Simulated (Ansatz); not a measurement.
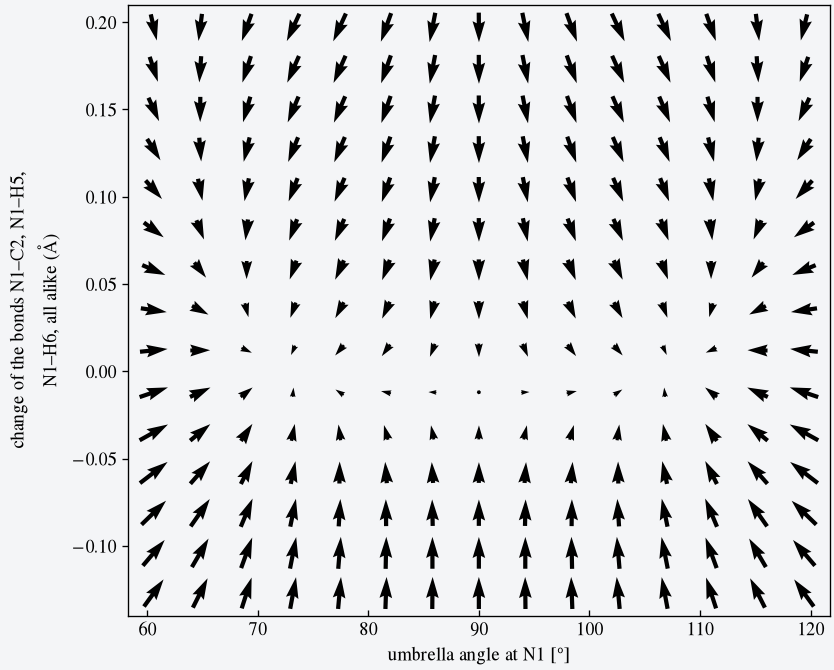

CH2NO2, SMILES NC(=O)[O-], charge −1. Coordinates scanned: (1) umbrella angle at N1 (between each of its bonds and their common axis; 90 is planar); (2) change of the bonds N1–C2, N1–H5, N1–H6, all alike. Nothing is relaxed (all other coordinates rigid). The scan uses a 15 × 15 grid. Points are written as (first, second). Level of theory: RKS PBE0-D4/def2-TZVPD (Ansatz).

The picture shows arrows along the force (downhill), their lengths compressed.

> The arrows alone are given. Where are the wells?

The arrows converge at about (107°, 0.000 Å); about (72°, 0.00 Å) (0.40 kJ/mol up) (read from the interpolated surface).

The energy map of the same scan:

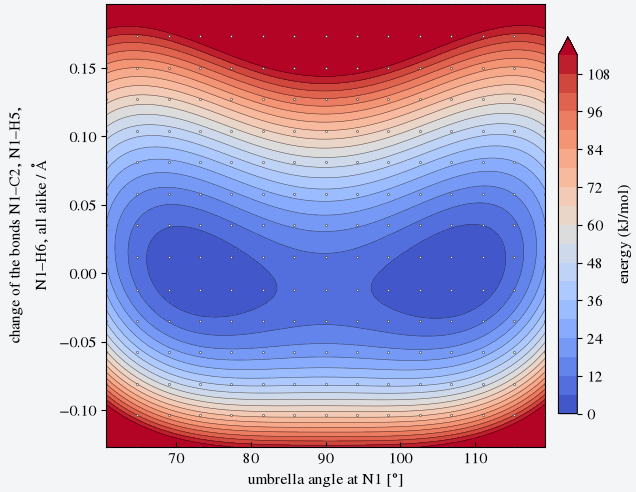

Energies are in kJ/mol, from the relaxed molecule at the same level; between grid points the surface is interpolated.
